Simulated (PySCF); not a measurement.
System: Ge2H10Si2 (n-GeSiGeSiH10).

```yaml
atoms:
  - { symbol: Ge, position_ang: [-0.9954, -2.1685, 0.2790] }
  - { symbol: Si, position_ang: [1.1167, -1.1811, -0.2165] }
  - { symbol: Ge, position_ang: [1.1326, 1.0769, 0.5462] }
  - { symbol: Si, position_ang: [-0.6547, 2.2399, -0.5156] }
  - { symbol: H, position_ang: [-2.1023, -1.4448, -0.5120] }
  - { symbol: H, position_ang: [-1.0199, -3.6616, -0.0952] }
  - { symbol: H, position_ang: [-1.3084, -2.0313, 1.7810] }
  - { symbol: H, position_ang: [1.3265, -1.1936, -1.6988] }
  - { symbol: H, position_ang: [2.2160, -1.9711, 0.4220] }
  - { symbol: H, position_ang: [0.9285, 1.1015, 2.0749] }
  - { symbol: H, position_ang: [2.4798, 1.7553, 0.2261] }
  - { symbol: H, position_ang: [-1.9572, 1.6532, -0.0737] }
  - { symbol: H, position_ang: [-0.6405, 3.6956, -0.1760] }
  - { symbol: H, position_ang: [-0.5411, 2.0859, -1.9982] }
```

Geometry: PBE0-D3(BJ)/def2-SVP.

Theory: CAM-B3LYP/def2-SVPD, SCF density, gas phase in PySCF 2.14.0.

### What can the converged electron density and electron localisation function tell about the bonding?

Si–Ge (2.38 Å): ρ is about 0.61 e/Å³ halfway; the ELF peaks at about 0.95 between the atoms: a shared electron pair.
Si–H (1.49 Å): ρ at the midpoint is about 0.76 e/Å³; the ELF climbs to about 1 towards the hydrogen, as it does in any bond to H.

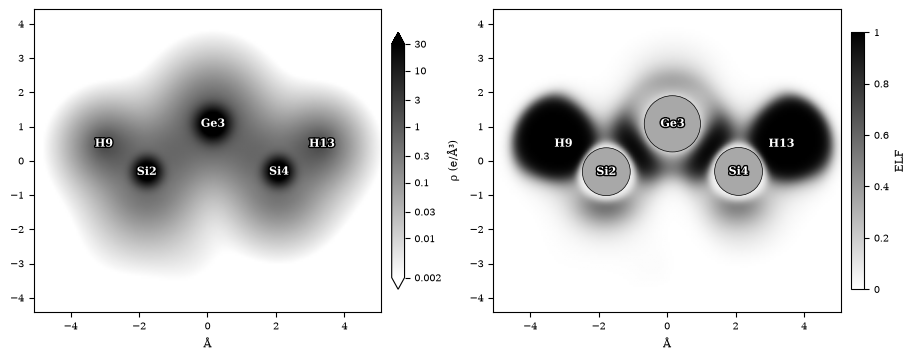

Computed electron density and electron localisation function on the plane of atoms Si2, Ge3 and Si4, in this order. Grey discs cover the atomic cores in the ELF map. 
